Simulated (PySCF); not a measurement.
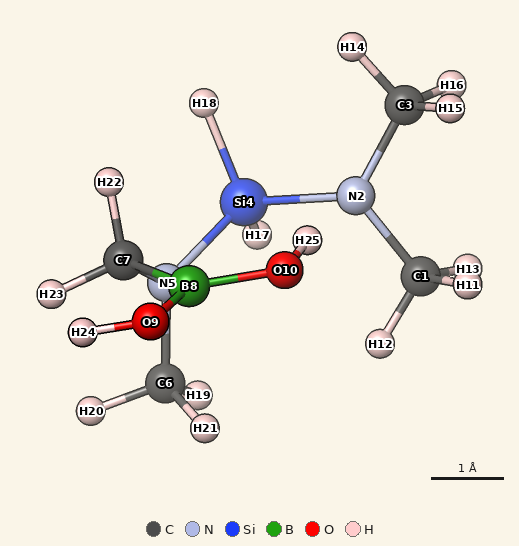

The structure as given in the input (ball-and-stick view, seen at a tilt; atoms are numbered from 1 in the order of the input).

## C$_{4}$H$_{15}$BN$_{2}$O$_{2}$Si: NMR shielding calculation

- system: C$_{4}$H$_{15}$BN$_{2}$O$_{2}$Si, SMILES CN(C)[SiH2]N(C)CB(O)O
- method: GIAO PBE0/pcSseg-1 NMR shielding, non-relativistic, gas phase (PySCF 2.14.0)

The geometry comes from this level: PBE0-D3(BJ)/def2-SVP. It belongs to a series of runs on one base structure; here: H on C replaced by B(OH)2. Figures and captions count atoms from 1; the log counts them from 0 in places.

## Input file
```
{"job": {"kind": "nmr", "xc": "PBE0", "basis": "pcSseg-1"}, "charge": 0, "multiplicity": 1}
C      1.975368    -0.422594     1.185661
N      1.443988     0.616024     0.323316
C      2.119414     1.887518     0.470992
Si     0.762053     0.103300    -1.225296
N     -0.763603    -0.673953    -1.040892
C     -0.890481    -2.088577    -0.796841
C     -1.941437     0.104422    -0.666562
B     -2.113559     0.349212     0.911387
O     -3.340531     0.343231     1.511518
O     -1.046745     0.620676     1.689403
H      1.898349    -0.127996     2.246819
H      1.399497    -1.353363     1.066653
H      3.038315    -0.650818     0.973132
H      1.663308     2.642636    -0.185877
H      2.033206     2.251924     1.509830
H      3.199134     1.832746     0.227638
H      1.664942    -0.877888    -1.902933
H      0.588285     1.371647    -1.990725
H      0.021060    -2.619308    -1.111550
H     -1.735521    -2.515446    -1.369389
H     -1.066418    -2.327256     0.272057
H     -1.872192     1.102082    -1.142368
H     -2.837721    -0.361750    -1.122703
H     -4.044464     0.120850     0.897927
H     -0.201653     0.676448     1.190796
```

The first line tells a small driver script what to run in PySCF; the rest is the geometry in Å.

Launched with:
```bash
OMP_NUM_THREADS=1 python <driver script> task.json out
```

## What the program printed
```
coarse grid: 20656 points
cycle   1  E = -734.9551023633  dE =  1.066e+00  |g| = 9.313e-01  |ddm| = 4.292e+00
cycle   2  E = -734.8006437114  dE =  1.545e-01  |g| = 1.321e+00  |ddm| = 1.651e+00
cycle   3  E = -735.1183719147  dE = -3.177e-01  |g| = 9.525e-02  |ddm| = 1.031e+00
cycle   4  E = -735.1198415165  dE = -1.470e-03  |g| = 4.643e-02  |ddm| = 9.736e-02
cycle   5  E = -735.1202847623  dE = -4.432e-04  |g| = 1.256e-02  |ddm| = 4.173e-02
cycle   6  E = -735.1203111975  dE = -2.644e-05  |g| = 4.407e-03  |ddm| = 1.137e-02
cycle   7  E = -735.1203147989  dE = -3.601e-06  |g| = 6.735e-04  |ddm| = 3.130e-03
final grid: 192952 points
cycle   8  E = -735.1916943653  dE = -5.551e-05  |g| = 1.117e-02  |ddm| = 3.338e-02
cycle   9  E = -735.1916711316  dE =  2.323e-05  |g| = 1.549e-02  |ddm| = 2.028e-02
cycle  10  E = -735.1917217592  dE = -5.063e-05  |g| = 1.502e-03  |ddm| = 1.222e-02
cycle  11  E = -735.1917221926  dE = -4.334e-07  |g| = 2.367e-04  |ddm| = 1.075e-03
cycle  12  E = -735.1917222033  dE = -1.068e-08  |g| = 7.158e-05  |ddm| = 2.195e-04
cycle  13  E = -735.1917222041  dE = -8.383e-10  |g| = 3.435e-05  |ddm| = 8.971e-05
cycle  14  E = -735.1917222043  dE = -2.185e-10  |g| = 6.716e-06  |ddm| = 2.709e-05
```

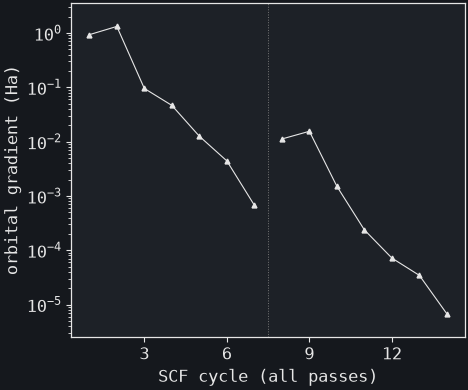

Convergence of the self-consistent field: orbital gradient against the SCF cycle. The dotted line marks the change from a coarse to the final integration grid. The first 7 cycles use a coarse grid, the final grid takes over at cycle 8, and the field converges after 14 cycles in all.

```
converged SCF energy = -735.1917222043

GIAO shielding tensors (ppm)
atom      isotropic    diamagn.    paramagn.     s11        s22        s33       span
  0 C      145.712     246.981    -101.269    123.235    132.474    181.428     58.193
  1 N      220.515     332.261    -111.746    181.605    222.764    257.177     75.572
  2 C      145.831     242.159     -96.328    125.428    127.579    184.488     59.061
  3 Si     365.217     884.865    -519.648    329.323    363.178    403.150     73.827
  4 N      224.814     331.265    -106.452    193.441    223.346    257.654     64.213
  5 C      143.420     245.959    -102.539    120.070    127.246    182.944     62.873
  6 C      140.760     253.284    -112.524    114.703    131.049    176.529     61.825
  7 B       69.897     196.620    -126.723     55.018     61.755     92.920     37.902
  8 O      199.988     384.270    -184.282     67.639    261.598    270.728    203.089
  9 O      193.275     395.621    -202.346     57.449    222.215    300.161    242.712
 10 H       28.914      30.569      -1.655     24.620     26.991     35.130     10.510
 11 H       28.697      32.873      -4.176     24.101     28.697     33.293      9.191
 12 H       28.967      29.617      -0.650     24.726     26.122     36.054     11.328
 13 H       28.530      30.002      -1.472     24.051     26.902     34.636     10.585
 14 H       28.904      28.898       0.005     24.158     26.982     35.570     11.412
 15 H       29.015      27.667       1.348     24.215     26.330     36.498     12.283
 16 H       26.575      32.157      -5.582     22.516     25.507     31.703      9.186
 17 H       26.788      32.956      -6.168     22.811     25.997     31.555      8.745
 18 H       28.405      30.939      -2.535     24.002     26.877     34.335     10.333
 19 H       28.884      29.471      -0.586     24.417     25.963     36.273     11.856
 20 H       28.686      31.620      -2.934     24.226     27.364     34.468     10.242
 21 H       28.674      33.365      -4.691     24.783     27.762     33.477      8.694
 22 H       29.627      32.860      -3.234     24.591     28.735     35.553     10.962
 23 H       28.037      30.941      -2.904     22.144     26.180     35.786     13.642
 24 H       22.615      35.557     -12.942     11.528     16.963     39.355     27.827
```

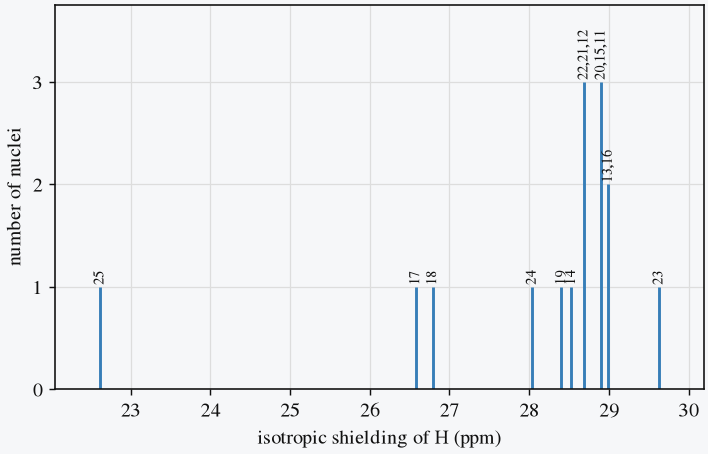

Isotropic shieldings of the hydrogen nuclei in this fixed geometry, labelled by atom number; shielding grows to the right, so chemical shift grows to the left. The least shielded is H25 (22.6 ppm), the most shielded H23 (29.6 ppm).

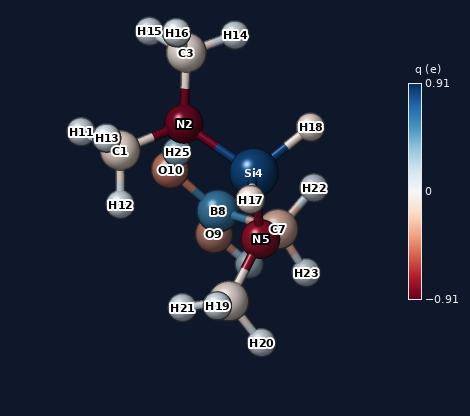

Mulliken charges, as the colour of each atom (ball-and-stick view, seen at an oblique angle; atoms are numbered from 1 in the order of the input). By element: C −0.26 to −0.08, N −0.86 to −0.78, Si +0.84, B +0.54, O −0.44 to −0.40 and H −0.11 to +0.30 e.

## Key numbers

- outcome: converged
- total energy: −735.191722 hartree
- HOMO: −6.28 eV
- LUMO: 0.81 eV
- dipole moment: 2.61 D
- isotropic shielding, C: 140.8 to 145.8 ppm
- isotropic shielding, N: 220.5 to 224.8 ppm
- isotropic shielding, Si: 365.2 ppm
- isotropic shielding, B: 69.9 ppm
- isotropic shielding, O: 193.3 to 200.0 ppm
- hardware: 1 CPU thread, shared host
- wall time: 70 s
- peak memory: 1.3 GiB
